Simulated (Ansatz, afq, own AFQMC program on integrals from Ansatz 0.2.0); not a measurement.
**BH4 (doublet): AFQMC on the coupled-cluster ladder, 6-31G**

Aim: compute BH4 (doublet) with auxiliary-field quantum Monte Carlo on the same integrals as coupled cluster, and set the energies side by side.

Program: Ansatz 0.2.0, Gaussian basis, and an in-house AFQMC program (afq) on its integrals; all values are calculated. Level of theory: 6-31G, frozen cores. These are calculated values, not measurements.

To be run: Full CI; PBE (unrestricted); r2SCAN (unrestricted); PBE0 (unrestricted); B3LYP (unrestricted); wB97M-V (unrestricted); B2PLYP (unrestricted); CCSD(T) on UHF; Full CI; Full CI (quartet); CCSDT(Q) on UHF; CCSDTQ on UHF; Phaseless AFQMC, CISD trial on UHF; Phaseless AFQMC, single-determinant trial on UHF; Free-projection AFQMC, CISD trial on UHF; Phaseless AFQMC, first-order trial on UHF.

1 further run of the same task is left out (it didn't finish).

**1. The geometry**

The geometry is a PBE0/def2-TZVP stationary point (not a proven minimum).

5 atoms, charge 0, spin multiplicity 2.

Atoms are counted from 1 here; the program's logs count them from 0.

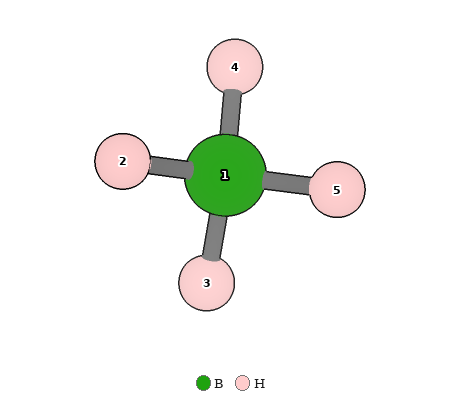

The geometry (boron green, hydrogen pink); atoms are numbered from 1 in the order of the file.

**2. Full CI**

in.yaml

```yaml
crystal:
  periodic: [false, false, false]
  atoms:
    - {symbol: B, position_ang: [0.000000, 0.000000, 0.000000]}
    - {symbol: H, position_ang: [0.414685, 0.812495, 0.810653]}
    - {symbol: H, position_ang: [-0.424327, -0.807694, 0.810461]}
    - {symbol: H, position_ang: [-0.412812, 0.808646, -0.815443]}
    - {symbol: H, position_ang: [0.422454, -0.813448, -0.805671]}
basis:
  gaussian: {orbitals: 6-31G}
magnetization: {spin_polarized: false, initial_magnetization: 1}
correlation: {method: fci, electrons: outside_noble_gas}
```

Run with:

```
$ ansatz run in.yaml --threads 1 --pin off --events-out ev --progress --plain --max-ram 1843MiB
```

Output:

```text
Functional definition: HF
  name "HF"
  cite "Fock, Z. Phys. 61, 126 (1930) doi:10.1007/BF01340294"
  parent pbe
  exchange = exact_x
  correlation = 0
398 factors; integrals over basis functions are off by at most 6.1e-8 eV
mean field evaluation 1: about -730.2635 eV, gradient 9.2e0 eV
mean field evaluation 2: about -730.2636 eV, gradient 9.2e0 eV
mean field evaluation 4: about -730.5979 eV, gradient 1.8e-1 eV
mean field evaluation 8: about -730.5980 eV, gradient 9.5e-5 eV
mean field -730.59797607 eV, -26.8489804036 hartree, gradient 4.6e-7 eV, S^2 0.750000; 0 other end points of the search recorded, 0 dependent functions left out
mean field evaluation 16: about -730.6879 eV, gradient 2.5e-1 eV
1 core orbitals not correlated: weight in the atoms' cores, before any rotation towards them, 1.000 or more for the frozen orbitals, at most 0.000 for the correlated occupied ones
reference -730.59797607 eV, -26.8489804036 hartree; 4, 3 occupied and 12, 13 virtual orbitals, 398 factors
state -733.27625809 eV, -26.9474054522 hartree
Total energy: -733.27625809 eV, -26.9474054522 hartree
```

Run time: 1.3 s. Hardware: 1 thread of Intel Xeon 6975P-C (Granite Rapids), shared host.

From the report: 254,368 determinants, symmetry A1.

**3. PBE (unrestricted)**

in.yaml: that of step 2 with these lines changed.

```diff
@@ -10,3 +10,4 @@
   gaussian: {orbitals: 6-31G}
-magnetization: {spin_polarized: false, initial_magnetization: 1}
-correlation: {method: fci, electrons: outside_noble_gas}
+magnetization: {spin_polarized: true, initial_magnetization: 1}
+hamiltonian: {xc: {name: PBE}}
+output: {orbitals: {seedname: orbitals}}
```

Same command.

Output:

```text
Functional definition: PBE
  name "PBE"
  cite "Perdew, Burke & Ernzerhof, Phys. Rev. Lett. 77, 3865 (1996) doi:10.1103/PhysRevLett.77.3865"
  parent pbe
  parameter kappa = 0.804
  parameter beta = 0.06672455060314922
  exchange = pbe_x(kappa = kappa, mu = beta*pi^2/3)
  correlation = pbe_c(beta = beta)
254 factors; integrals over basis functions are off by at most 2.5e-4 eV
mean field evaluation 1: about -735.2446 eV, gradient 1.4e1 eV
mean field evaluation 2: about -735.3369 eV, gradient 1.3e1 eV
mean field evaluation 4: about -736.6221 eV, gradient 2.2e-2 eV
mean field evaluation 8: about -736.6144 eV, gradient 3.8e-4 eV
mean field -736.61440478 eV, -27.0700800804 hartree, gradient 5.5e-5 eV, S^2 0.750706; 0 other end points of the search recorded, 0 dependent functions left out
reference -736.61442538 eV, -27.0700808374 hartree; 5, 4 occupied and 12, 13 virtual orbitals, 254 factors
Total energy: -736.61442538 eV, -27.0700808374 hartree
```

It took 0.21 s on 1 thread of Intel Xeon 6975P-C (Granite Rapids), shared host.

From the report: ⟨S²⟩ of the determinant 0.751 (pure doublet: 0.75).

**4. r2SCAN (unrestricted)**

in.yaml: that of step 3 with these lines changed.

```diff
@@ -11,3 +11,2 @@
 magnetization: {spin_polarized: true, initial_magnetization: 1}
-hamiltonian: {xc: {name: PBE}}
-output: {orbitals: {seedname: orbitals}}
+hamiltonian: {xc: {name: r2SCAN}}
```

Same command.

Output:

```text
Functional definition: r2SCAN
  name "r2SCAN"
  cite "Furness, Kaplan, Ning, Perdew & Sun, J. Phys. Chem. Lett. 11, 8208 (2020) doi:10.1021/acs.jpclett.0c02405"
  cite "Furness, Kaplan, Ning, Perdew & Sun, J. Phys. Chem. Lett. 11, 9248 (2020) doi:10.1021/acs.jpclett.0c03077"
  parent r2scan
  parameter k0 = 0.174
  parameter k1 = 0.065
  parameter a1 = 4.9479
  exchange = r2scan_x(k0 = k0, k1 = k1, a1 = a1)
  correlation = r2scan_c
254 factors; integrals over basis functions are off by at most 2.5e-4 eV
mean field evaluation 1: about -736.4629 eV, gradient 1.2e1 eV
mean field evaluation 2: about -736.7790 eV, gradient 9.7e0 eV
mean field evaluation 4: about -737.4338 eV, gradient 1.9e-1 eV
mean field evaluation 8: about -737.4272 eV, gradient 5.2e-4 eV
mean field -737.42717884 eV, -27.0999489763 hartree, gradient 7.7e-5 eV, S^2 0.752336; 0 other end points of the search recorded, 0 dependent functions left out
reference -737.42718431 eV, -27.0999491773 hartree; 5, 4 occupied and 12, 13 virtual orbitals, 254 factors
Total energy: -737.42718431 eV, -27.0999491773 hartree
```

Wall time 0.63 s (1 thread of Intel Xeon 6975P-C (Granite Rapids), shared host).

From the report: ⟨S²⟩ of the determinant 0.752 (pure doublet: 0.75).

**5. PBE0 (unrestricted)**

in.yaml: that of step 4 with these lines changed.

```diff
@@ -11,2 +11,3 @@
 magnetization: {spin_polarized: true, initial_magnetization: 1}
-hamiltonian: {xc: {name: r2SCAN}}
+hamiltonian: {xc: {name: PBE0}}
+output: {orbitals: {seedname: orbitals}}
```

Launched as before.

Output:

```text
Functional definition: PBE0
  name "PBE0"
  cite "Adamo & Barone, J. Chem. Phys. 110, 6158 (1999) doi:10.1063/1.478522"
  cite "Perdew, Burke & Ernzerhof, Phys. Rev. Lett. 77, 3865 (1996) doi:10.1103/PhysRevLett.77.3865"
  parent pbe
  parameter a = 0.25
  parameter kappa = 0.804
  parameter beta = 0.06672455060314922
  exchange = (1 - a)*pbe_x(kappa = kappa, mu = beta*pi^2/3) + a*exact_x
  correlation = pbe_c(beta = beta)
254 factors; integrals over basis functions are off by at most 2.5e-4 eV
mean field evaluation 1: about -736.1257 eV, gradient 9.9e0 eV
mean field evaluation 2: about -736.4710 eV, gradient 6.8e0 eV
mean field evaluation 4: about -736.7826 eV, gradient 1.8e-1 eV
mean field evaluation 8: about -736.7774 eV, gradient 7.2e-4 eV
mean field -736.77739954 eV, -27.0760700275 hartree, gradient 1.0e-5 eV, S^2 0.751885; 0 other end points of the search recorded, 0 dependent functions left out
reference -736.77741512 eV, -27.0760706000 hartree; 5, 4 occupied and 12, 13 virtual orbitals, 254 factors
Total energy: -736.77741512 eV, -27.0760706000 hartree
```

Wall time 0.21 s (1 thread of Intel Xeon 6975P-C (Granite Rapids), shared host).

From the report: ⟨S²⟩ of the determinant 0.752 (pure doublet: 0.75).

**6. B3LYP (unrestricted)**

in.yaml: that of step 5 with these lines changed.

```diff
@@ -11,3 +11,2 @@
 magnetization: {spin_polarized: true, initial_magnetization: 1}
-hamiltonian: {xc: {name: PBE0}}
-output: {orbitals: {seedname: orbitals}}
+hamiltonian: {xc: {name: B3LYP}}
```

Launched as before.

Output, cut to the lines that bear on the results:

```text
Functional definition: B3LYP
  name "B3LYP"
  cite "Stephens, Devlin, Chabalowski & Frisch, J. Phys. Chem. 98, 11623 (1994) doi:10.1021/j100096a001"
  cite "Becke, Phys. Rev. A 38, 3098 (1988) doi:10.1103/PhysRevA.38.3098"
  cite "Lee, Yang & Parr, Phys. Rev. B 37, 785 (1988) doi:10.1103/PhysRevB.37.785"
  cite "Vosko, Wilk & Nusair, Can. J. Phys. 58, 1200 (1980) doi:10.1139/p80-159"
[...]
254 factors; integrals over basis functions are off by at most 2.5e-4 eV
[...]
mean field -738.30596109 eV, -27.1322436283 hartree, gradient 9.3e-6 eV, S^2 0.751935; 0 other end points of the search recorded, 0 dependent functions left out
reference -738.30612654 eV, -27.1322497085 hartree; 5, 4 occupied and 12, 13 virtual orbitals, 254 factors
Total energy: -738.30612654 eV, -27.1322497085 hartree
```

Run time: 0.24 s. Hardware: 1 thread of Intel Xeon 6975P-C (Granite Rapids), shared host.

From the report: ⟨S²⟩ of the determinant 0.752 (pure doublet: 0.75).

**7. wB97M-V (unrestricted)**

in.yaml: that of step 6 with these lines changed.

```diff
@@ -11,2 +11,3 @@
 magnetization: {spin_polarized: true, initial_magnetization: 1}
-hamiltonian: {xc: {name: B3LYP}}
+hamiltonian: {xc: {name: wB97M-V}}
+output: {orbitals: {seedname: orbitals}}
```

The command is unchanged.

Output, cut to the lines that bear on the results:

```text
Functional definition: wB97M-V
  name "wB97M-V"
  cite "Mardirossian & Head-Gordon, J. Chem. Phys. 144, 214110 (2016) doi:10.1063/1.4952647"
  cite "Becke, J. Chem. Phys. 107, 8554 (1997) doi:10.1063/1.475007"
  cite "Vydrov & Van Voorhis, J. Chem. Phys. 133, 244103 (2010) doi:10.1063/1.3521275"
  # Of w^i u^j: cxij and so on, Table III.
[...]
  gx(w, u) = 1 - cx + cx01*u + cx10*w
  gss(w, u) = css00 + css04*u^4 + css10*w + css20*w^2 + css43*w^4*u^3
  gos(w, u) = cos00 + cos10*w + (cos20 + cos21*u)*w^2 + (cos60 + cos61*u)*w^6
[...]
      + integral(e_c_pw_mod_opposite_spin*gos(b97_w_opposite, b97_u_opposite)) + vv10(b, c)
254 factors; integrals over basis functions are off by at most 2.5e-4 eV
91 factors; integrals over basis functions are off by at most 4.2e-6 eV
[...]
mean field -736.84822144 eV, -27.0786726844 hartree, gradient 3.9e-5 eV, S^2 0.751503; 0 other end points of the search recorded, 0 dependent functions left out
reference -736.84824306 eV, -27.0786734789 hartree; 5, 4 occupied and 12, 13 virtual orbitals, 254 factors
Total energy: -736.84824306 eV, -27.0786734789 hartree
```

It took 0.81 s on 1 thread of Intel Xeon 6975P-C (Granite Rapids), shared host.

From the report: ⟨S²⟩ of the determinant 0.752 (pure doublet: 0.75).

**8. B2PLYP (unrestricted)**

in.yaml: that of step 7 with these lines changed.

```diff
@@ -11,3 +11,3 @@
 magnetization: {spin_polarized: true, initial_magnetization: 1}
-hamiltonian: {xc: {name: wB97M-V}}
-output: {orbitals: {seedname: orbitals}}
+hamiltonian: {xc: {name: B2PLYP}}
+correlation: {electrons: outside_noble_gas}
```

Same command.

Output, cut to the lines that bear on the results:

```text
Functional definition: B2PLYP
  name "B2PLYP"
  cite "Grimme, J. Chem. Phys. 124, 034108 (2006) doi:10.1063/1.2148954"
  cite "Becke, Phys. Rev. A 38, 3098 (1988) doi:10.1103/PhysRevA.38.3098"
  cite "Lee, Yang & Parr, Phys. Rev. B 37, 785 (1988) doi:10.1103/PhysRevB.37.785"
[...]
254 factors; integrals over basis functions are off by at most 2.5e-4 eV
[...]
mean field -735.49462277 eV, -27.0289288508 hartree, gradient 2.9e-6 eV, S^2 0.755191; 0 other end points of the search recorded, 0 dependent functions left out
1 core orbitals not correlated: weight in the atoms' cores, before any rotation towards them, 1.000 or more for the frozen orbitals, at most 0.000 for the correlated occupied ones
reference -735.49472956 eV, -27.0289327753 hartree; 4, 3 occupied and 12, 13 virtual orbitals, 254 factors
second order -2.37845211 eV of doubles, -0.00000000 eV of singles
Total energy: -736.13691163 eV, -27.0525325310 hartree
```

Run time: 0.36 s. Hardware: 1 thread of Intel Xeon 6975P-C (Granite Rapids), shared host.

From the report: ⟨S²⟩ of the determinant 0.755 (pure doublet: 0.75).

**9. CCSD(T) on UHF**

in.yaml: that of step 8 with these lines changed.

```diff
@@ -11,3 +11,2 @@
 magnetization: {spin_polarized: true, initial_magnetization: 1}
-hamiltonian: {xc: {name: B2PLYP}}
-correlation: {electrons: outside_noble_gas}
+correlation: {method: ccsd_t, electrons: outside_noble_gas, hamiltonian_folder: ham}
```

The command is unchanged.

Output, cut to the lines that bear on the results:

```text
Functional definition: HF
  name "HF"
  cite "Fock, Z. Phys. 61, 126 (1930) doi:10.1007/BF01340294"
  parent pbe
[...]
254 factors; integrals over basis functions are off by at most 2.5e-4 eV
[...]
mean field -730.68939461 eV, -26.8523399730 hartree, gradient 2.2e-6 eV, S^2 0.762722; 2 other end points of the search recorded, 0 dependent functions left out
determinant -730.68939461 eV, -26.8523399730 hartree, with singles and doubles -733.21580977 eV, -26.9451840175 hartree
determinant -727.52932766 eV, -26.7362096543 hartree, with singles and doubles -730.10138694 eV, -26.8307310896 hartree
1 core orbitals not correlated: weight in the atoms' cores, before any rotation towards them, 1.000 or more for the frozen orbitals, at most 0.000 for the correlated occupied ones
reference -730.68939461 eV, -26.8523399730 hartree; 4, 3 occupied and 12, 13 virtual orbitals, 254 factors
second order -1.89184129 eV of doubles, -0.00000000 eV of singles
cycle   1  -2.52658793 eV  change   -1.7e-4 eV  update   1.6e-4
[...]
cycle   6  -2.52669653 eV  change   -2.4e-6 eV  update   4.0e-7
perturbative correction -0.04391943 eV, -0.0016140092 hartree
Total energy: -733.26001058 eV, -26.9468083672 hartree
```

Wall time 0.33 s (1 thread of Intel Xeon 6975P-C (Granite Rapids), shared host).

From the report: ⟨S²⟩ of the determinant 0.763 (pure doublet: 0.75); correlation -2.5706 eV; T1 0.013; largest double amplitude 0.06.

This run also writes the integrals to the folder ham.

**10. Full CI**

in.yaml

```yaml
hamiltonian:
  integrals:
    folder: ../ham
correlation: {method: fci}
```

Launched as before.

Output:

```text
Functional definition: HF
  name "HF"
  cite "Fock, Z. Phys. 61, 126 (1930) doi:10.1007/BF01340294"
  parent pbe
  exchange = exact_x
  correlation = 0
reference -730.68939461 eV, -26.8523399730 hartree; 4, 3 occupied and 12, 13 virtual orbitals, 254 factors
state -733.27628753 eV, -26.9474065341 hartree
Total energy: -733.27628753 eV, -26.9474065341 hartree
```

Wall time 1.5 s (1 thread of Intel Xeon 6975P-C (Granite Rapids), shared host).

From the report: 254,368 determinants.

**11. Full CI (quartet)**

in.yaml

```yaml
crystal:
  periodic: [false, false, false]
  atoms:
    - {symbol: B, position_ang: [0.000000, 0.000000, 0.000000]}
    - {symbol: H, position_ang: [0.414685, 0.812495, 0.810653]}
    - {symbol: H, position_ang: [-0.424327, -0.807694, 0.810461]}
    - {symbol: H, position_ang: [-0.412812, 0.808646, -0.815443]}
    - {symbol: H, position_ang: [0.422454, -0.813448, -0.805671]}
basis:
  gaussian: {orbitals: 6-31G}
magnetization: {spin_polarized: false, initial_magnetization: 3}
correlation: {method: fci, electrons: outside_noble_gas}
```

Launched as before.

Output, cut to the lines that bear on the results:

```text
Functional definition: HF
  name "HF"
  cite "Fock, Z. Phys. 61, 126 (1930) doi:10.1007/BF01340294"
  parent pbe
[...]
398 factors; integrals over basis functions are off by at most 6.1e-8 eV
[...]
a density is far from that of the atoms, so the factors are made again for it
411 factors; integrals over basis functions are off by at most 1.9e-8 eV
[...]
mean field -722.62042825 eV, -26.5558109286 hartree, gradient 2.0e-6 eV, S^2 3.750000; 4 other end points of the search recorded, 0 dependent functions left out
[...]
1 core orbitals not correlated: weight in the atoms' cores, before any rotation towards them, 1.000 or more for the frozen orbitals, at most 0.000 for the correlated occupied ones
reference -722.62042825 eV, -26.5558109286 hartree; 5, 2 occupied and 11, 14 virtual orbitals, 411 factors
state -724.72095158 eV, -26.6330037369 hartree
Total energy: -724.72095158 eV, -26.6330037369 hartree
```

It took 1.7 s on 1 thread of Intel Xeon 6975P-C (Granite Rapids), shared host.

From the report: 131,040 determinants, symmetry B2.

**12. CCSDT(Q) on UHF**

in.yaml: that of step 11 with these lines changed.

```diff
@@ -10,3 +10,3 @@
   gaussian: {orbitals: 6-31G}
-magnetization: {spin_polarized: false, initial_magnetization: 3}
-correlation: {method: fci, electrons: outside_noble_gas}
+magnetization: {spin_polarized: true, initial_magnetization: 1}
+correlation: {method: ccsdt_q, electrons: outside_noble_gas}
```

Same command.

Output, cut to the lines that bear on the results:

```text
Functional definition: HF
  name "HF"
  cite "Fock, Z. Phys. 61, 126 (1930) doi:10.1007/BF01340294"
  parent pbe
[...]
398 factors; integrals over basis functions are off by at most 6.1e-8 eV
[...]
mean field -730.68941715 eV, -26.8523408014 hartree, gradient 2.3e-6 eV, S^2 0.762722; 2 other end points of the search recorded, 0 dependent functions left out
determinant -730.68941715 eV, -26.8523408014 hartree, with singles and doubles -733.21584052 eV, -26.9451851474 hartree
determinant -727.52935619 eV, -26.7362107028 hartree, with singles and doubles -730.10141988 eV, -26.8307322999 hartree
1 core orbitals not correlated: weight in the atoms' cores, before any rotation towards them, 1.000 or more for the frozen orbitals, at most 0.000 for the correlated occupied ones
reference -730.68941715 eV, -26.8523408014 hartree; 4, 3 occupied and 12, 13 virtual orbitals, 398 factors
second order -1.89187219 eV of doubles, -0.00000000 eV of singles
cycle   1  -2.31596254 eV  change   -4.2e-1 eV  update   5.3e-2
[...]
cycle  11  -2.58529967 eV  change    2.2e-7 eV  update   6.1e-7
perturbative correction -0.00123268 eV, -0.0000453003 hartree
Total energy: -733.27594951 eV, -26.9473941121 hartree
```

Wall time 1.4 s (1 thread of Intel Xeon 6975P-C (Granite Rapids), shared host).

From the report: ⟨S²⟩ of the determinant 0.763 (pure doublet: 0.75); correlation -2.5865 eV; T1 0.013; largest double amplitude 0.06.

**13. CCSDTQ on UHF**

in.yaml: that of step 12 with these lines changed.

```diff
@@ -11,2 +11,2 @@
 magnetization: {spin_polarized: true, initial_magnetization: 1}
-correlation: {method: ccsdt_q, electrons: outside_noble_gas}
+correlation: {method: ccsdtq, electrons: outside_noble_gas}
```

Same command.

Output, cut to the lines that bear on the results:

```text
Functional definition: HF
  name "HF"
  cite "Fock, Z. Phys. 61, 126 (1930) doi:10.1007/BF01340294"
  parent pbe
[...]
398 factors; integrals over basis functions are off by at most 6.1e-8 eV
[...]
mean field -730.68941715 eV, -26.8523408014 hartree, gradient 2.3e-6 eV, S^2 0.762722; 2 other end points of the search recorded, 0 dependent functions left out
determinant -730.68941715 eV, -26.8523408014 hartree, with singles and doubles -733.21584052 eV, -26.9451851474 hartree
determinant -727.52935619 eV, -26.7362107028 hartree, with singles and doubles -730.10141988 eV, -26.8307322999 hartree
1 core orbitals not correlated: weight in the atoms' cores, before any rotation towards them, 1.000 or more for the frozen orbitals, at most 0.000 for the correlated occupied ones
reference -730.68941715 eV, -26.8523408014 hartree; 4, 3 occupied and 12, 13 virtual orbitals, 398 factors
second order -1.89187219 eV of doubles, -0.00000000 eV of singles
cycle   1  -2.31596254 eV  change   -4.2e-1 eV  update   5.3e-2
[...]
cycle  11  -2.58682755 eV  change    2.1e-7 eV  update   6.5e-7
Total energy: -733.27624471 eV, -26.9474049605 hartree
```

It took 7 s on 1 thread of Intel Xeon 6975P-C (Granite Rapids), shared host.

From the report: ⟨S²⟩ of the determinant 0.763 (pure doublet: 0.75); correlation -2.5868 eV; T1 0.013; largest double amplitude 0.06.

(Part 1 of 2 ends here.)
